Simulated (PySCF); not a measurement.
Consider SiB (charge −1, triplet).

```csv
atom,x (Å),y (Å),z (Å)
Si,0.0000,0.0000,-0.5295
B,0.0000,0.0000,1.3455
```

The calculation used PBE0/aug-cc-pVDZ(-PP), non-relativistic Hamiltonian with scalar-relativistic core potentials where named, at a bond length of 1.875 Å in PySCF 2.14.0.

> Predict the electron density, electron localisation function and spin density between the atoms.

Si–B (1.87 Å): ρ at the midpoint is about 0.75 e/Å³; the ELF peaks at about 0.90 between the atoms, as expected for localised, covalent bonding.
The unpaired spin (2 electrons) lies mostly on B2 (about 1.2) and Si1 (about 0.8), in electrons by Hirshfeld's partition.

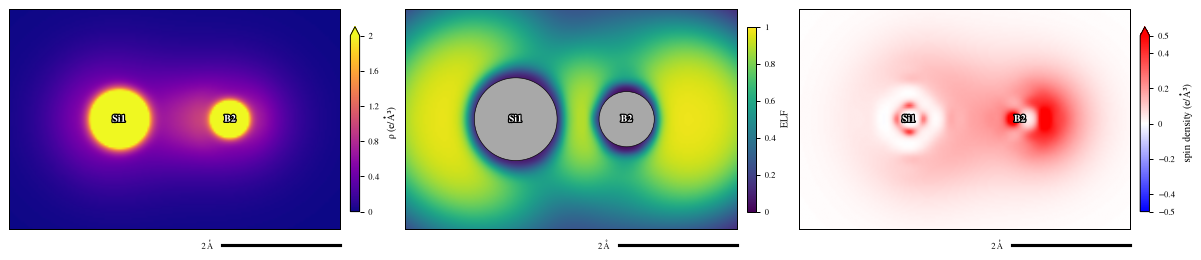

Computed electron density, electron localisation function and spin density on a plane that holds the molecular axis, in this order. Grey discs cover the atomic cores in the ELF map. 
